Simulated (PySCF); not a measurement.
```xyz
14

N     2.4572   -0.0453   -0.2251
Si    0.8860   -0.6629    0.1046
C    -0.3159    0.7386   -0.3517
C    -1.7510    0.4741    0.0917
O    -2.3355   -0.6384   -0.5433
H     3.2487   -0.6584   -0.1252
H     2.7015    0.8820    0.0828
H     0.7500   -1.8423   -0.7564
H     0.6330   -1.0695    1.5017
H     0.0088    1.6763    0.1014
H    -0.3103    0.8932   -1.4312
H    -2.3967    1.3181   -0.1696
H    -1.7838    0.3475    1.1849
H    -1.7926   -1.4136   -0.3666
```

Geometry: GFN2-xTB.

Computed with PBE0/pcSseg-1, SCF density, gas phase, non-relativistic in PySCF.

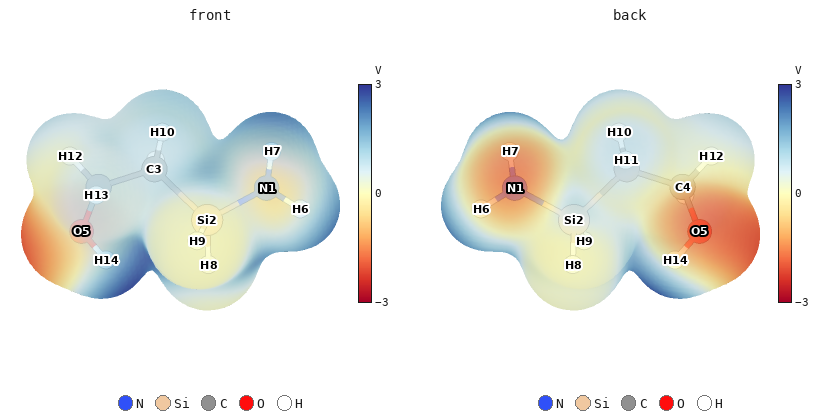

C$_{2}$H$_{9}$NOSi (SMILES N[SiH2]CCO). The molecular electrostatic potential painted on the density surface at 0.004 e/bohr³, seen from the front and from behind; the colour scale runs from red (negative) to blue (positive).

> Describe the electrostatic potential map.

The most negative region (about −2.0 V) lies over O5, the most positive (about +2.7 V) over Si2 and H14. O5 is the likeliest acceptor of a hydrogen bond.
